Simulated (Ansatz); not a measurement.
**Frequency calculation of BNH$_{5}$Cl**

The run: frequency calculation of BNH$_{5}$Cl. Method and program: RKS r2SCAN/6-31G* (Ansatz 0.2.0).

It belongs to a series of runs on one base structure; here: vibrations at the highest image of the band. Figures and captions count atoms from 1; the log counts them from 0 in places.

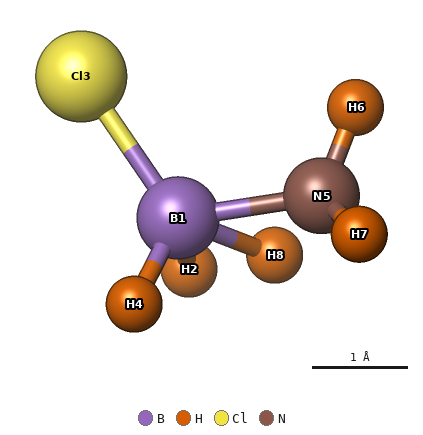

Fig. 1: The structure as given in the input (ball-and-stick view, seen at a tilt; atoms are numbered from 1 in the order of the input). Bond lengths as drawn: B–Cl 1.82 Å, B–H 1.20 to 1.41 Å, B–N 1.55 Å and H–N 1.01 Å.

Summary

| quantity | value |
| --- | --- |
| outcome | converged |
| total energy | −14767.3148 eV |
| mean-field energy | −14767.3148 eV |
| largest force (length of the vector) | 0.006 eV/Å |
| hardware | 1 thread of Intel Xeon (Sapphire Rapids), 64 GiB of memory available, shared host |
| wall time | 50 s |
| peak memory | 0.12 GiB |

The input
```yaml
crystal:
  periodic: [false, false, false]
  atoms:
    - { symbol: B, position_ang: [0.103186, 0.384399, 0.103281] }
    - { symbol: H, position_ang: [-0.049882, -0.302163, 1.291219] }
    - { symbol: Cl, position_ang: [1.49371, -0.43199, -0.73409] }
    - { symbol: H, position_ang: [-0.981676, 0.289454, -0.392201] }
    - { symbol: "N", position_ang: [0.389708, 1.784254, 0.705574] }
    - { symbol: H, position_ang: [1.364289, 2.047545, 0.802009] }
    - { symbol: H, position_ang: [-0.195325, 2.554617, 0.40479] }
    - { symbol: H, position_ang: [0.06789, 0.660982, 1.481716] }
basis:
  gaussian: { orbitals: "6-31G*" }
hamiltonian:
  xc: r2scan
phonons: {}
```

Command:
```bash
ansatz run input.yaml --threads 1 --pin off --max-ram 2048MiB --backend cpu --events-out ev --progress --plain --runs-dir out
```

Output
```
Engine: ansatz 0.2.0, x86_64-unknown-linux-gnu
Functional definition: r2SCAN
  parameter k0 = 0.174
  parameter k1 = 0.065
  parameter a1 = 4.9479
  exchange = r2scan_x(k0 = k0, k1 = k1, a1 = a1)
  correlation = r2scan_c
780 factors; their error is unknown
mean field evaluation 1: about -14762.6945 eV, gradient 4.8e1 eV
mean field evaluation 2: about -14754.1238 eV, gradient 7.6e1 eV
mean field evaluation 4: about -14767.3371 eV, gradient 2.2e0 eV
mean field evaluation 8: about -14767.3535 eV, gradient 5.9e-2 eV
mean field evaluation 16: about -14767.3148 eV, gradient 8.9e-6 eV
mean field -14767.31478552 eV, -542.6888087224 hartree, gradient 9.5e-6 eV, S^2 0.000000; 0 other end points of the search recorded, 0 dependent functions left out
the calculation of the forces begins
reference -14767.31479158 eV, -542.6888089450 hartree; 17, 17 occupied and 42, 42 virtual orbitals, 780 factors
these checks for a lower state are left out or cut short: stability, starts, cluster_reference, orbital_swaps, neighbouring_geometries, increment
780 factors; their error is unknown
mean field -14767.31466498 eV, -542.6888042927 hartree, gradient 2.7e-6 eV, S^2 0.000000; 0 other end points of the search recorded, 0 dependent functions left out
[... from here on the field's lines of each further geometry are left out, up to the last ...]
the calculation of the forces begins
reference -14767.31475977 eV, -542.6888077761 hartree; 17, 17 occupied and 42, 42 virtual orbitals, 780 factors
these checks for a lower state are left out or cut short: stability, starts, cluster_reference, orbital_swaps, neighbouring_geometries, increment
780 factors; their error is unknown
mean field -14767.31473752 eV, -542.6888069585 hartree, gradient 2.6e-6 eV, S^2 0.000000; 0 other end points of the search recorded, 0 dependent functions left out
the calculation of the forces begins
reference -14767.31474358 eV, -542.6888071811 hartree; 17, 17 occupied and 42, 42 virtual orbitals, 780 factors
WARN: phonons: modes at or below zero, which the zero-point energy, F, S and C_V leave out: 1, the lowest at -1361.70 cm⁻¹. A minimum has none, and a first-order saddle one
Total energy: -14767.31479158 eV, -542.6888089450 hartree
Atom 0 at     0.103186     0.384399     0.103281 Å, force    -0.001192     0.003096     0.002261 eV/Å
Atom 1 at    -0.049882    -0.302163     1.291219 Å, force     0.000895     0.002784    -0.003575 eV/Å
Atom 2 at     1.493710    -0.431990    -0.734090 Å, force     0.002156    -0.002447    -0.001341 eV/Å
Atom 3 at    -0.981676     0.289454    -0.392201 Å, force    -0.002569    -0.000766    -0.001222 eV/Å
Atom 4 at     0.389708     1.784254     0.705574 Å, force     0.004857    -0.002677     0.000952 eV/Å
Atom 5 at     1.364289     2.047545     0.802009 Å, force    -0.000555     0.002040    -0.000191 eV/Å
Atom 6 at    -0.195325     2.554617     0.404790 Å, force    -0.001704    -0.002451    -0.000080 eV/Å
Atom 7 at     0.067890     0.660982     1.481716 Å, force    -0.001889     0.000421     0.003196 eV/Å
Dipole moment:    -0.153203     0.569369     0.387194 e Å
Vibrations: -1361.70 274.21 368.25 603.23 682.58 760.85 894.14 987.70 1061.38 1147.35 1232.03 1335.87 1607.21 1998.35 2087.28 2652.63 3548.60 3664.18 cm⁻¹, zero-point energy 1.543966 eV
```

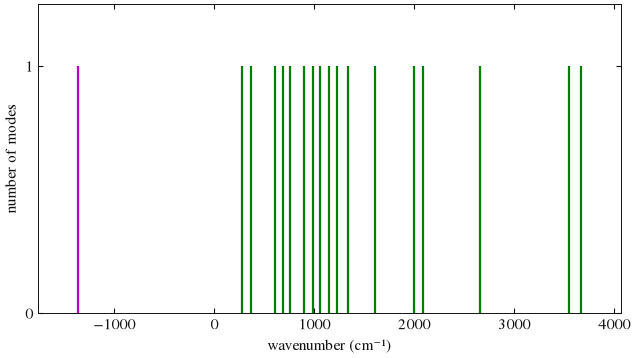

Fig. 2: Harmonic vibrational wavenumbers from the force constants; neighbouring modes closer than 23 cm⁻¹ are counted in one stick, and imaginary ones are drawn at negative wavenumbers. 18 modes from 1362i to 3664 cm⁻¹, 1 imaginary beyond 8i (1362i cm⁻¹): a first-order saddle point, if the geometry is stationary.
